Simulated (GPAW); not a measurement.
The O K edge of atom 5 in CoBiO3 (P4mm), with 2 Co at 1.89 Å and 2 Bi at 2.35 Å (4-fold, site symmetry 2mm), was computed in 3 ways: full core hole (charged cell), half core hole and no core hole. Program and functional: GPAW, LDA + U, without spin-orbit coupling, Gaussian full width 0.9 eV up to 4 eV, rising linearly to 3.5 eV at 25 eV; cells of 10 atoms.

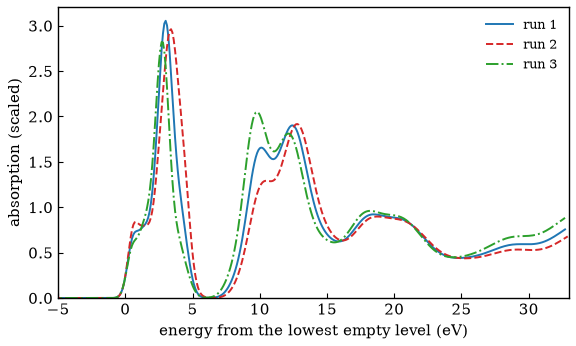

Each run is counted from its own lowest empty level or Fermi level and scaled to a mean of 1 over its first 20 eV.

**Question.** Which run is which?

Run 1: half core hole (area from −2 to 6 eV 6.7, main maxima 3.0 eV (3.05), 10.1 eV (1.66), 12.4 eV (1.90) and 18.5 eV (0.92)). Run 2: no core hole (area from −2 to 6 eV 7.5, main maxima 3.4 eV (2.96), 12.8 eV (1.92) and 18.7 eV (0.90)). Run 3: full core hole (charged cell) (area from −2 to 6 eV 5.8, main maxima 2.7 eV (2.82), 9.8 eV (2.05), 12.1 eV (1.81) and 18.2 eV (0.96)). With each curve scaled to its own mean, the area from −2 to 6 eV with the hole is 5.8 against 7.5, and the centre of weight from −1 to 20 eV moves by +0.3 eV (first and strongest maxima below 20 eV: 3.4 eV (2.96), 12.8 eV (1.92) and 18.7 eV (0.90) without the hole, 2.7 eV (2.82), 9.8 eV (2.05) and 12.1 eV (1.81) with it): the weight at the onset falls, probably as the absorber's own filled states drop away from the neighbours' empty ones and mix less with them.

[Hosts, paths, dates, database ids (printed as entryN), source tags and the programs' standing remarks are cut or masked in the printed files.]

[Lists of maxima count a maximum above −3 eV only where it reaches 4 % of the highest in the window and stands out from its surroundings by 2 % of it (1.5 % where it reaches 55 %); shoulders and weaker maxima are passed over, and of the rest the first, up to two pre-edge ones and the few strongest are named.]
